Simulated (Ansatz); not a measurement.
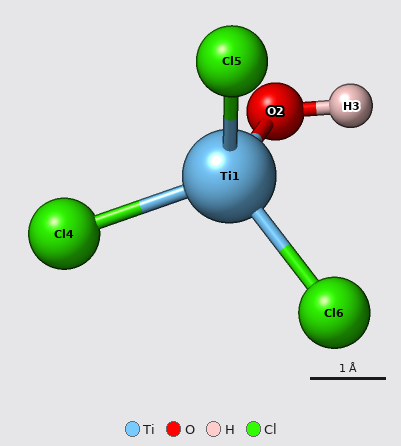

Figure 1. The structure as given in the input (ball-and-stick view, seen at a tilt; atoms are numbered from 1 in the order of the input). Sticks mark near contacts. Bond lengths as drawn: Cl–Ti 2.37 Å, H–O 1.01 Å and O–Ti 1.92 Å.

# TiHCl₃O: geometry relaxation

TiHCl₃O, computed with RKS PBE0-D4/def2-SVP (Ansatz 0.2.0).

It belongs to a series of runs on one base structure; here: start relaxed. Figures and captions count atoms from 1; the log counts them from 0 in places.

### Output
```
The last accepted step is kept in [file] (removed where the run ends without a failure and the disk answers)
Engine: ansatz 0.2.0, aarch64-unknown-linux-gnu
Functional definition: PBE0
  parameter a = 0.25
  parameter kappa = 0.804
  parameter beta = 0.06672455060314922
  exchange = (1 - a)*pbe_x(kappa = kappa, mu = beta*pi^2/3) + a*exact_x
  correlation = pbe_c(beta = beta)
1106 factors; integrals over basis functions are off by at most 2.3e-4 eV
mean field evaluation 1: about -62705.0840 eV, gradient 6.5e1 eV
mean field evaluation 2: about -62168.0387 eV, gradient 4.3e2 eV
mean field evaluation 4: about -62706.2530 eV, gradient 7.0e1 eV
mean field evaluation 8: about -62715.9003 eV, gradient 7.9e-1 eV
mean field evaluation 16: about -62715.9409 eV, gradient 3.5e-4 eV
mean field -62715.94092765 eV, -2304.7683186997 hartree, gradient 5.0e-5 eV, S^2 0.000000; 0 other end points of the search recorded, 0 dependent functions left out
the calculation of the forces begins
reference -62715.94100755 eV, -2304.7683216358 hartree; 41, 41 occupied and 63, 63 virtual orbitals, 1106 factors
relax step   1: F+E_penalty+E_count = -62716.11357027 eV  Δ(F+E_penalty+E_count) = +0.000e0 eV  max|allowed force component| = 3.331e0 eV/Å  Δτ_max = 0.0000 Å  (33 SCF iters, accepted)
these checks for a lower state are left out or cut short: starts, cluster_reference, orbital_swaps, neighbouring_geometries, increment
1106 factors; integrals over basis functions are off by at most 2.4e-4 eV
mean field -62717.15922365 eV, -2304.8130902519 hartree, gradient 1.4e-5 eV, S^2 0.000000; 0 other end points of the search recorded, 0 dependent functions left out
the calculation of the forces begins
reference -62717.15930372 eV, -2304.8130931944 hartree; 41, 41 occupied and 63, 63 virtual orbitals, 1106 factors
relax step   2: F+E_penalty+E_count = -62717.35093201 eV  Δ(F+E_penalty+E_count) = -1.237e0 eV  max|allowed force component| = 1.283e0 eV/Å  Δτ_max = 0.1949 Å  (34 SCF iters, accepted)
these checks for a lower state are left out or cut short: starts, cluster_reference, orbital_swaps, neighbouring_geometries, increment
1106 factors; integrals over basis functions are off by at most 2.8e-4 eV
mean field evaluation 32: about -62717.2157 eV, gradient 4.8e-4 eV
mean field -62717.21568541 eV, -2304.8151651833 hartree, gradient 2.0e-5 eV, S^2 0.000000; 0 other end points of the search recorded, 0 dependent functions left out
the calculation of the forces begins
reference -62717.21576566 eV, -2304.8151681324 hartree; 41, 41 occupied and 63, 63 virtual orbitals, 1106 factors
relax step   3: F+E_penalty+E_count = -62717.40930465 eV  Δ(F+E_penalty+E_count) = -5.837e-2 eV  max|allowed force component| = 3.685e-1 eV/Å  Δτ_max = 0.0475 Å  (33 SCF iters, accepted)
these checks for a lower state are left out or cut short: starts, cluster_reference, orbital_swaps, neighbouring_geometries, increment
1106 factors; integrals over basis functions are off by at most 3.0e-4 eV
mean field -62717.23372676 eV, -2304.8158281905 hartree, gradient 2.2e-5 eV, S^2 0.000000; 0 other end points of the search recorded, 0 dependent functions left out
the calculation of the forces begins
reference -62717.23380711 eV, -2304.8158311435 hartree; 41, 41 occupied and 63, 63 virtual orbitals, 1106 factors
relax step   4: F+E_penalty+E_count = -62717.42720147 eV  Δ(F+E_penalty+E_count) = -1.790e-2 eV  max|allowed force component| = 4.807e-1 eV/Å  Δτ_max = 0.0626 Å  (33 SCF iters, accepted)
these checks for a lower state are left out or cut short: starts, cluster_reference, orbital_swaps, neighbouring_geometries, increment
1106 factors; integrals over basis functions are off by at most 3.2e-4 eV
mean field -62717.25236043 eV, -2304.8165129652 hartree, gradient 2.1e-5 eV, S^2 0.000000; 0 other end points of the search recorded, 0 dependent functions left out
the calculation of the forces begins
reference -62717.25244069 eV, -2304.8165159149 hartree; 41, 41 occupied and 63, 63 virtual orbitals, 1106 factors
relax step   5: F+E_penalty+E_count = -62717.44564579 eV  Δ(F+E_penalty+E_count) = -1.844e-2 eV  max|allowed force component| = 2.236e-1 eV/Å  Δτ_max = 0.0676 Å  (33 SCF iters, accepted)
these checks for a lower state are left out or cut short: starts, cluster_reference, orbital_swaps, neighbouring_geometries, increment
1106 factors; integrals over basis functions are off by at most 3.6e-4 eV
mean field -62717.21680863 eV, -2304.8152064606 hartree, gradient 1.3e-5 eV, S^2 0.000000; 0 other end points of the search recorded, 0 dependent functions left out
the calculation of the forces begins
reference -62717.21688848 eV, -2304.8152093952 hartree; 41, 41 occupied and 63, 63 virtual orbitals, 1106 factors
relax step   6: F+E_penalty+E_count = -62717.40920703 eV  Δ(F+E_penalty+E_count) = +3.644e-2 eV  max|allowed force component| = 1.603e0 eV/Å  Δτ_max = 0.1987 Å  (34 SCF iters, rejected (line search))
these checks for a lower state are left out or cut short: starts, cluster_reference, orbital_swaps, neighbouring_geometries, increment
1106 factors; integrals over basis functions are off by at most 3.4e-4 eV
mean field -62717.26549153 eV, -2304.8169955243 hartree, gradient 2.1e-5 eV, S^2 0.000000; 0 other end points of the search recorded, 0 dependent functions left out
the calculation of the forces begins
reference -62717.26557171 eV, -2304.8169984710 hartree; 41, 41 occupied and 63, 63 virtual orbitals, 1106 factors
relax step   7: F+E_penalty+E_count = -62717.45854079 eV  Δ(F+E_penalty+E_count) = -1.290e-2 eV  max|allowed force component| = 3.813e-2 eV/Å  Δτ_max = 0.0993 Å  (34 SCF iters, accepted)
these checks for a lower state are left out or cut short: starts, cluster_reference, orbital_swaps, neighbouring_geometries, increment
1106 factors; integrals over basis functions are off by at most 3.6e-4 eV
mean field evaluation 64: about -62717.2332 eV, gradient 1.1e-1 eV
mean field -62717.26911465 eV, -2304.8171286717 hartree, gradient 1.9e-5 eV, S^2 0.000000; 0 other end points of the search recorded, 0 dependent functions left out
the calculation of the forces begins
reference -62717.26919479 eV, -2304.8171316166 hartree; 41, 41 occupied and 63, 63 virtual orbitals, 1106 factors
relax step   8: F+E_penalty+E_count = -62717.46209920 eV  Δ(F+E_penalty+E_count) = -3.558e-3 eV  max|allowed force component| = 3.415e-2 eV/Å  Δτ_max = 0.0908 Å  (34 SCF iters, accepted)
these checks for a lower state are left out or cut short: starts, cluster_reference, orbital_swaps, neighbouring_geometries, increment
1106 factors; integrals over basis functions are off by at most 3.7e-4 eV
mean field -62717.26860668 eV, -2304.8171100039 hartree, gradient 2.6e-5 eV, S^2 0.000000; 0 other end points of the search recorded, 0 dependent functions left out
the calculation of the forces begins
reference -62717.26868681 eV, -2304.8171129486 hartree; 41, 41 occupied and 63, 63 virtual orbitals, 1106 factors
relax step   9: F+E_penalty+E_count = -62717.46180929 eV  Δ(F+E_penalty+E_count) = +2.899e-4 eV  max|allowed force component| = 1.049e-1 eV/Å  Δτ_max = 0.0314 Å  (34 SCF iters, rejected (line search))
these checks for a lower state are left out or cut short: starts, cluster_reference, orbital_swaps, neighbouring_geometries, increment
1106 factors; integrals over basis functions are off by at most 3.6e-4 eV
mean field -62717.26923690 eV, -2304.8171331640 hartree, gradient 2.7e-5 eV, S^2 0.000000; 0 other end points of the search recorded, 0 dependent functions left out
the calculation of the forces begins
reference -62717.26931703 eV, -2304.8171361087 hartree; 41, 41 occupied and 63, 63 virtual orbitals, 1106 factors
relax step  10: F+E_penalty+E_count = -62717.46227457 eV  Δ(F+E_penalty+E_count) = -1.754e-4 eV  max|allowed force component| = 6.376e-3 eV/Å  Δτ_max = 0.0157 Å  (33 SCF iters, accepted)
1106 factors; integrals over basis functions are off by at most 3.6e-4 eV
mean field evaluation 96: about -62717.2692 eV, gradient 1.3e-2 eV
```

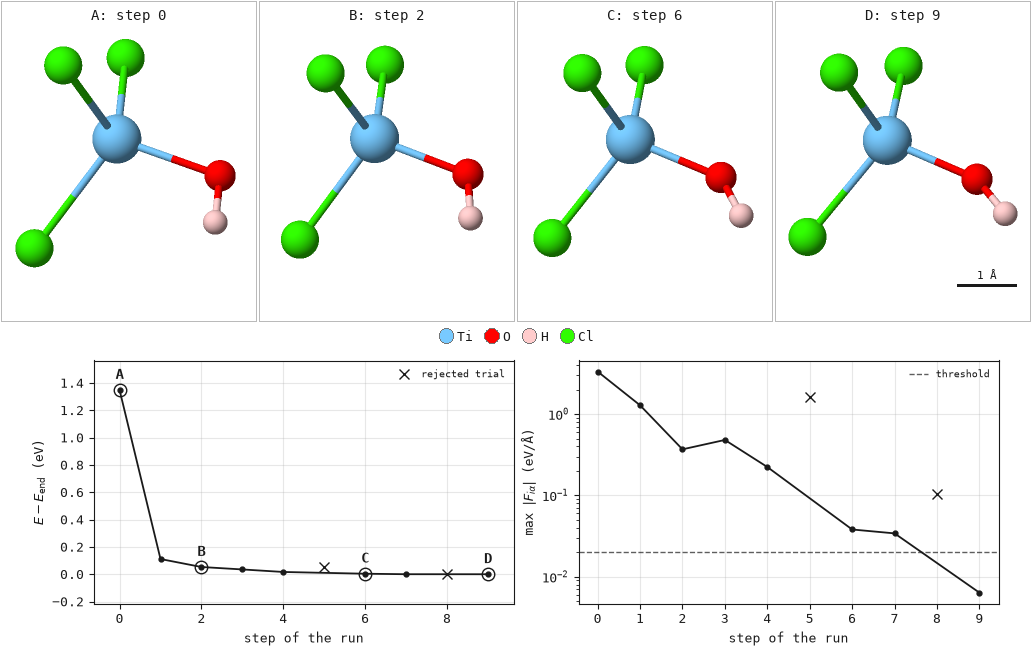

Figure 2. Frames of the relaxation (ball-and-stick view, seen at a tilt) above the curves, on which the letters mark them (the first geometry is step 0 here and step 1 in the log).

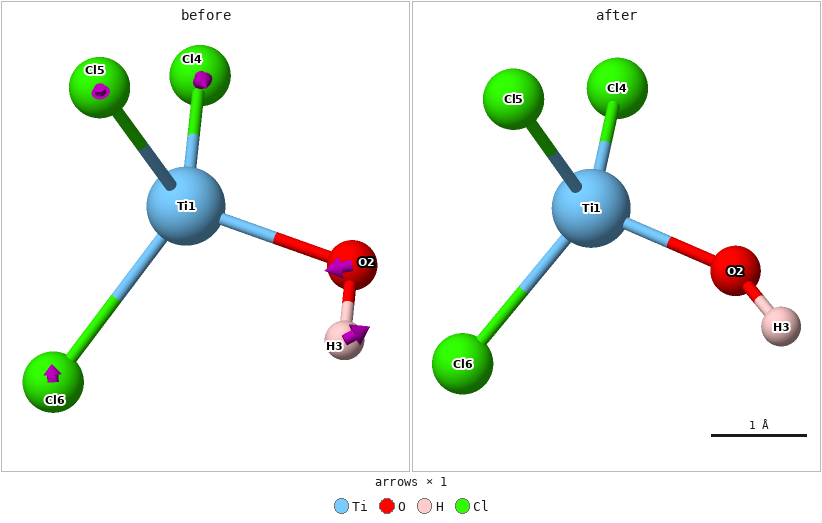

Figure 3. Before (left) and after (right) the relaxation, at one scale (ball-and-stick view, seen at a tilt). The pink arrows give the displacements, at true length. After 9 geometry steps the energy has fallen by 1.349 eV. The largest force component goes from 3.3 to 0.0064 eV/Å. The line search rejected the trial steps at points 5, 8 (counted from 0) and went back. The atom that moves furthest after the best rigid fit is H3 (0.31 Å). Largest moves by element: H 0.31 Å, O 0.30 Å, Cl 0.23 Å, Ti 0.06 Å. Among the contacts that change: Ti1–Cl4 2.370 → 2.175 Å, Ti1–O2 1.920 → 1.727 Å, O2–H3 1.010 → 0.963 Å. Among the angles that change: Ti1–O2–H3 109.5° → 147.5°. (Atoms are counted from 1 in the order of the input.)

```
mean field -62717.26923690 eV, -2304.8171331640 hartree, gradient 2.7e-5 eV, S^2 0.000000; 1 other end points of the search recorded, 0 dependent functions left out
the calculation of the forces begins
reference -62717.26931703 eV, -2304.8171361087 hartree; 41, 41 occupied and 63, 63 virtual orbitals, 1106 factors
Total energy: -62717.46235470 eV, -2304.8242301125 hartree
Atom 0 at    -0.031035    -0.028426    -0.048818 Å, force    -0.001613    -0.000923     0.006376 eV/Å
Atom 1 at    -0.144444    -0.084594     1.673298 Å, force    -0.002538    -0.000773    -0.002925 eV/Å
Atom 2 at    -0.712037    -0.148312     2.448473 Å, force     0.003683     0.001383    -0.000412 eV/Å
Atom 3 at     2.061717     0.003319    -0.638892 Å, force    -0.000732     0.000073     0.000210 eV/Å
Atom 4 at    -1.052547     1.753840    -0.758601 Å, force     0.000431    -0.001629    -0.001188 eV/Å
Atom 5 at    -1.028854    -1.777228    -0.865958 Å, force     0.000771     0.001869    -0.002061 eV/Å
Dipole moment:    -0.225534    -0.033252     0.542087 e Å
```

### Trajectory as extended XYZ (Å, eV, eV/Å), 10 frames, from step=1 to step=10
```
6
Properties=species:S:1:pos:R:3:forces:R:3 step=1 energy=-62716.11357
Ti    0.0000    0.0000    0.0000    0.3336   0.0506   1.0751
O     0.0000    0.0000    1.9200   -1.7485  -0.5546  -3.3312
H    -0.9095   -0.2814    2.2571    1.5877   0.4887  -0.3698
Cl    2.2349    0.0000   -0.7892   -2.3997   0.0076   0.8826
Cl   -1.1163    1.9339   -0.7892    1.1162  -2.0365   0.8515
Cl   -1.1163   -1.9339   -0.7892    1.1106   2.0442   0.8918
6
Properties=species:S:1:pos:R:3:forces:R:3 step=2 energy=-62717.35093
Ti    0.0089   -0.0001   -0.0171    0.0900   0.0343   1.2835
O    -0.0177   -0.0100    1.7876   -0.9334  -0.3011  -1.2256
H    -0.8786   -0.2729    2.1924    0.8451   0.2634  -0.1503
Cl    2.0579    0.0022   -0.7196   -0.0235   0.0038   0.0371
Cl   -1.0372    1.7712   -0.7219    0.0119  -0.0794   0.0231
Cl   -1.0406   -1.7718   -0.7118    0.0099   0.0789   0.0323
6
Properties=species:S:1:pos:R:3:forces:R:3 step=3 energy=-62717.40931
Ti    0.0097   -0.0006   -0.0083    0.1508   0.0136   0.0881
O    -0.0212   -0.0278    1.7437   -0.3685  -0.0809  -0.1982
H    -0.8581   -0.2562    2.1803    0.2203   0.0624   0.1833
Cl    2.0605    0.0051   -0.6911    0.1302   0.0015  -0.0270
Cl   -1.0477    1.7551   -0.7126   -0.0682   0.1011  -0.0140
Cl   -1.0504   -1.7570   -0.7025   -0.0646  -0.0977  -0.0322
6
Properties=species:S:1:pos:R:3:forces:R:3 step=4 energy=-62717.42720
Ti    0.0058   -0.0125   -0.0138    0.0998   0.0362  -0.2594
O    -0.0375   -0.0450    1.7245    0.2335   0.0505  -0.2312
H    -0.8359   -0.2166    2.2234   -0.3656  -0.0762   0.4807
Cl    2.0684    0.0061   -0.6785    0.0533  -0.0019  -0.0088
Cl   -1.0568    1.7522   -0.7072   -0.0108   0.0164   0.0139
Cl   -1.0512   -1.7655   -0.7389   -0.0102  -0.0249   0.0049
6
Properties=species:S:1:pos:R:3:forces:R:3 step=5 energy=-62717.44565
Ti    0.0014   -0.0192   -0.0291    0.0830   0.0110  -0.2116
O    -0.0596   -0.0649    1.7028    0.0054   0.0043   0.0223
H    -0.8203   -0.1832    2.2800   -0.0782  -0.0124   0.2236
Cl    2.0748    0.0064   -0.6737    0.0125  -0.0012  -0.0046
Cl   -1.0593    1.7531   -0.7038   -0.0124   0.0162  -0.0091
Cl   -1.0443   -1.7737   -0.7669   -0.0103  -0.0179  -0.0205
6
Properties=species:S:1:pos:R:3:forces:R:3 step=6 energy=-62717.40921 accepted=F
Ti   -0.0193   -0.0402   -0.0515    0.0616  -0.0427  -0.0054
O    -0.1073   -0.1296    1.6736   -1.3824   0.1380   1.5882
H    -0.7617   -0.0819    2.4407    1.3695  -0.1052  -1.6029
Cl    2.0739    0.0107   -0.6546   -0.0741  -0.0022   0.0077
Cl   -1.0655    1.7428   -0.7237    0.0089  -0.0068   0.0177
Cl   -1.0272   -1.7832   -0.8750    0.0166   0.0188  -0.0054
6
Properties=species:S:1:pos:R:3:forces:R:3 step=7 energy=-62717.45854
Ti   -0.0110   -0.0206   -0.0397    0.0012  -0.0023  -0.0277
O    -0.1001   -0.0667    1.6900   -0.0375  -0.0091  -0.0008
H    -0.7755   -0.1789    2.3686    0.0270   0.0066   0.0381
Cl    2.0705    0.0042   -0.6638    0.0052   0.0000   0.0041
Cl   -1.0541    1.7548   -0.7354    0.0002  -0.0003  -0.0062
Cl   -1.0369   -1.7741   -0.8102    0.0041   0.0051  -0.0075
6
Properties=species:S:1:pos:R:3:forces:R:3 step=8 energy=-62717.46210
Ti   -0.0282   -0.0271   -0.0491   -0.0033  -0.0026   0.0341
O    -0.1380   -0.0812    1.6747   -0.0031  -0.0015  -0.0241
H    -0.7216   -0.1538    2.4373    0.0065   0.0021   0.0005
Cl    2.0638    0.0034   -0.6421   -0.0052   0.0000  -0.0009
Cl   -1.0529    1.7553   -0.7546    0.0019  -0.0058  -0.0049
Cl   -1.0303   -1.7781   -0.8567    0.0032   0.0078  -0.0046
6
Properties=species:S:1:pos:R:3:forces:R:3 step=9 energy=-62717.46181 accepted=F
Ti   -0.0311   -0.0288   -0.0423   -0.0205   0.0004  -0.1049
O    -0.1494   -0.0865    1.6775   -0.0077  -0.0013   0.0559
H    -0.7040   -0.1462    2.4622    0.0036   0.0012   0.0006
Cl    2.0593    0.0029   -0.6394    0.0139   0.0009   0.0114
Cl   -1.0534    1.7456   -0.7697    0.0058   0.0123   0.0199
Cl   -1.0286   -1.7684   -0.8788    0.0050  -0.0134   0.0172
6
Properties=species:S:1:pos:R:3:forces:R:3 step=10 energy=-62717.46227
Ti   -0.0310   -0.0284   -0.0488   -0.0016  -0.0009   0.0064
O    -0.1444   -0.0846    1.6733   -0.0025  -0.0008  -0.0029
H    -0.7120   -0.1483    2.4485    0.0037   0.0014  -0.0004
Cl    2.0617    0.0033   -0.6389   -0.0007   0.0001   0.0002
Cl   -1.0525    1.7538   -0.7586    0.0004  -0.0016  -0.0012
Cl   -1.0289   -1.7772   -0.8660    0.0008   0.0019  -0.0021
```

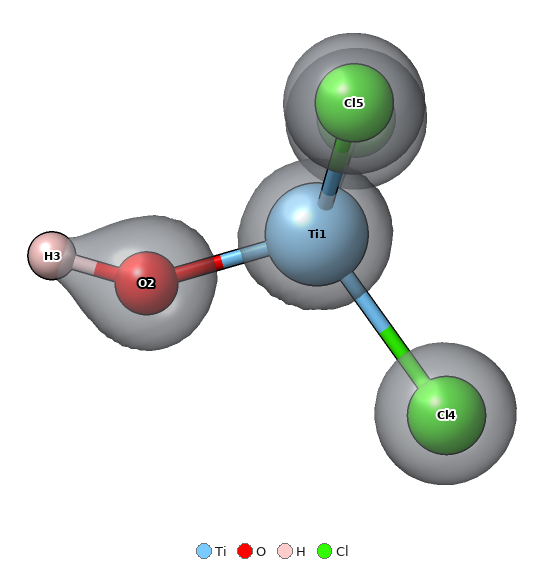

Figure 4. Isosurface of the total electron density at 1.5 e/Å³ (grey), seen face on. At this value the surface falls into five separate pieces. It is pinched off along the Ti–O (1.73 Å) and Ti–Cl (2.17 Å) contacts. On the grid the lowest density along these lines, outside the cores, is 1.2 e/Å³ (Ti–O, 1.73 Å), 0.66 e/Å³ (Ti–Cl, 2.17 Å) and 2.3 e/Å³ (O–H, 0.96 Å).

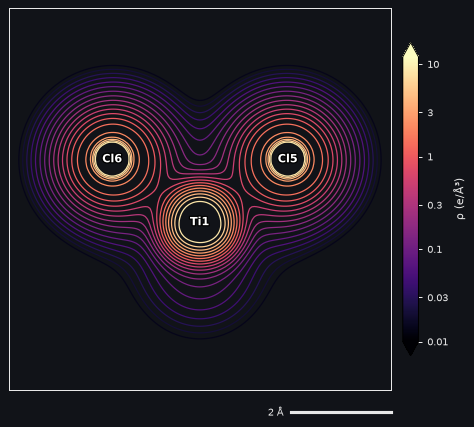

Figure 5. Electron density on the plane of atoms Cl5, Ti1 and Cl6. The section cuts through Ti and Cl sites. Ti–Cl (2.17 Å): ρ is about 0.68 e/Å³ halfway.

This output came from the following input.

### Input file
```yaml
crystal:
  periodic: [false, false, false]
  atoms:
    - { symbol: Ti, position_ang: [0.0, 0.0, 0.0] }
    - { symbol: O, position_ang: [0.0, 0.0, 1.92] }
    - { symbol: H, position_ang: [-0.9095, -0.2814, 2.2571] }
    - { symbol: Cl, position_ang: [2.2349, 0.0, -0.7892] }
    - { symbol: Cl, position_ang: [-1.1163, 1.9339, -0.7892] }
    - { symbol: Cl, position_ang: [-1.1163, -1.9339, -0.7892] }
basis:
  gaussian: { orbitals: def2-SVP }
hamiltonian:
  xc: pbe0
  dispersion: d4
relax:
  f_tol: 0.02
  max_steps: 40
output:
  orbitals: {}
```

Command:
```bash
ansatz run input.yaml --threads 2 --pin off --max-ram 3072MiB --backend cpu --events-out ev --progress --plain --runs-dir out
```

### Results in brief

```csv
quantity,value
outcome,converged
total energy,−62717.4624 eV
mean-field energy,−62717.2693 eV
largest force (length of the vector) at the end,0.007 eV/Å
hardware,"2 threads of Arm Neoverse V1, 24 GiB of memory available, shared host"
wall time,42 s (CPU time 80 s)
peak memory,0.27 GiB
```
